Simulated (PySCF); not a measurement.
Ga(Me)(Et)(OMe), C₄H₁₁GaO, SMILES C[O][Ga]([CH2]C)[CH3], singlet at its GFN2-xTB optimised geometry (Å):

```
17

Ga    -0.8734    -0.5247     0.0000
C     -2.2358    -2.0572     0.0002
H     -2.8760    -1.9715    -0.8787
H     -2.8646    -1.9822     0.8882
H     -1.7421    -3.0282    -0.0086
C      1.2050    -0.5247     0.0000
C      1.7855    -1.9352    -0.0142
H      1.5457     0.0223     0.8858
H      1.5452     0.0403    -0.8746
H      1.4623    -2.4790    -0.9019
H      1.4604    -2.4974     0.8612
H      2.8760    -1.9044    -0.0127
O     -1.6655     1.0101     0.0000
C     -2.0755     2.3551    -0.0014
H     -1.2148     3.0282    -0.0426
H     -2.7130     2.5461    -0.8693
H     -2.6457     2.5690     0.9069
```

Computed with PBE0/def2-SVP in PySCF 2.14.0.

Map of the log10 of the electron density (e/bohr³), floored at −4 on the plane z = 1.2 Å:

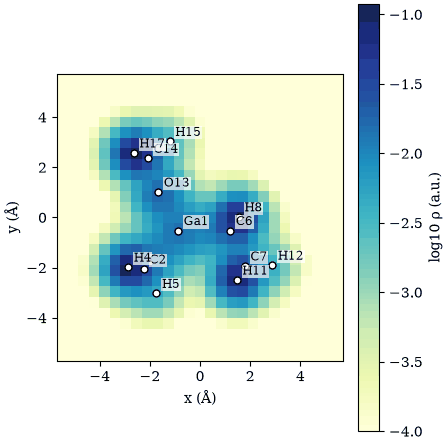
Fig. 1. Log10 of the electron density (e/bohr³), floored at −4 on the plane z = 1.2 Å.
